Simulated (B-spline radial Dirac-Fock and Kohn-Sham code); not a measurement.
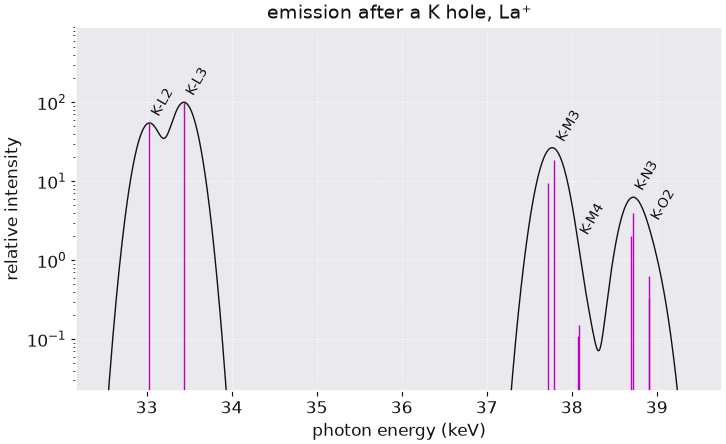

X-ray emission lines that fill a K (1s) hole, broadened by a Gaussian of 290 eV full width, as by a silicon detector, on a logarithmic intensity axis. Multiplet splitting by the open shell is left out. System: the ion La⁺, configuration [Xe] 5d2. Level of theory: independent-particle rates on relativistic LDA orbitals of the hole state (multipoles to L = 3), energies from Dirac–Fock ΔSCF; calculated with a radial B-spline solver.

Question: How far apart are K-L3 (Kα1) and K-L2 (Kα2), and what is their intensity ratio?

Answer: 408 eV apart, with K-L2 at 0.54 of the intensity of K-L3.
